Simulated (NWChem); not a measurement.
# Single-point calculation of BSiH₄OF

- system: BSiH₄OF, multiplicity 3
- method: M06-2X/6-311+G**, UKS (NWChem 7.3.0)

The geometry is that of the parent species in another charge or spin state. The geometry comes from this level: PBE0-D4/def2-TZVP.

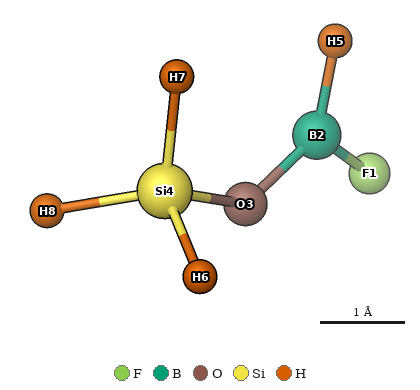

Fig. 1: The structure (ball-and-stick view, seen at a tilt; atoms are numbered from 1 in the order of the input).

**Summary**

```csv
quantity,value
outcome,converged
total energy,−491.632319 hartree
basis functions,120
⟨S²⟩,2.011
dipole moment,0.64 D
hardware,"1 thread of AMD EPYC (Zen 3), 32 GiB of memory available, shared host"
wall time,91 s
peak memory,0.11 GiB
```

Further notes kept with the run: grid integrates the density poorly.

**Input file**
```python
from ase import Atoms
from ase.calculators.nwchem import NWChem

mol = Atoms('FBOSiHHHH', positions=[
    [-1.599400, -1.699200, 1.426100],
    [-0.685400, -0.787600, 1.133000],
    [-0.487500, -0.477100, -0.157600],
    [0.521000, 0.572800, -0.945400],
    [-0.075300, -0.278500, 2.029800],
    [-0.317100, 1.531000, -1.702400],
    [1.370700, 1.295700, 0.034600],
    [1.365000, -0.214300, -1.873700],
])

calc = NWChem(
    label='bfh4osi',
    theory='dft',
    memory='2200 mb',
    basis='6-311+G**',
    basispar='spherical bse',
    dft={'xc': 'm06-2x', 'mult': '3', 'grid': 'fine', 'convergence': 'energy 1e-08', 'iterations': '100', 'mulliken': None},
    task='energy',
)
mol.calc = calc

e = mol.get_potential_energy()
print(f"E = {e:.6f} eV")
```

**File bfh4osi.nwi**
```
title "bfh4osi"

permanent_dir bfh4osi

scratch_dir bfh4osi

start bfh4osi

geometry units angstrom nocenter noautosym noautoz
  F  -1.5993999999999999e+00 -1.6992000000000000e+00 1.4260999999999999e+00
  B  -6.8540000000000001e-01 -7.8759999999999997e-01 1.1330000000000000e+00
  O  -4.8749999999999999e-01 -4.7710000000000002e-01 -1.5759999999999999e-01
  Si 5.2100000000000002e-01 5.7279999999999998e-01 -9.4540000000000002e-01
  H  -7.5300000000000006e-02 -2.7850000000000003e-01 2.0297999999999998e+00
  H  -3.1709999999999999e-01 1.5309999999999999e+00 -1.7023999999999999e+00
  H  1.3707000000000000e+00 1.2957000000000001e+00 3.4599999999999999e-02
  H  1.3650000000000000e+00 -2.1429999999999999e-01 -1.8736999999999999e+00
end

memory 2200 mb

basis spherical bse noprint
   * library 6-311+G**
end

dft
  xc m06-2x
  mult 3
  grid fine
  convergence energy 1e-08
  iterations 100
  mulliken
end

task dft energy
```

Run as:
```bash
export ASE_NWCHEM_COMMAND="nwchem PREFIX.nwi > PREFIX.nwo"
python run.py
```

**Log**
```
E = -13377.996820 eV
```

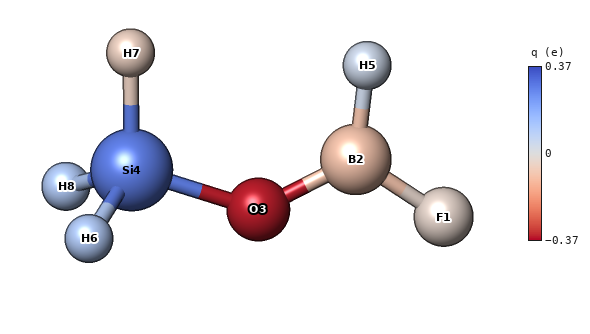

Fig. 2: Löwdin charges, as the colour of each atom (ball-and-stick view, seen at a tilt; atoms are numbered from 1 in the order of the input). By element: F −0.03, B −0.09, O −0.35, Si +0.28 and H −0.05 to +0.10 e.
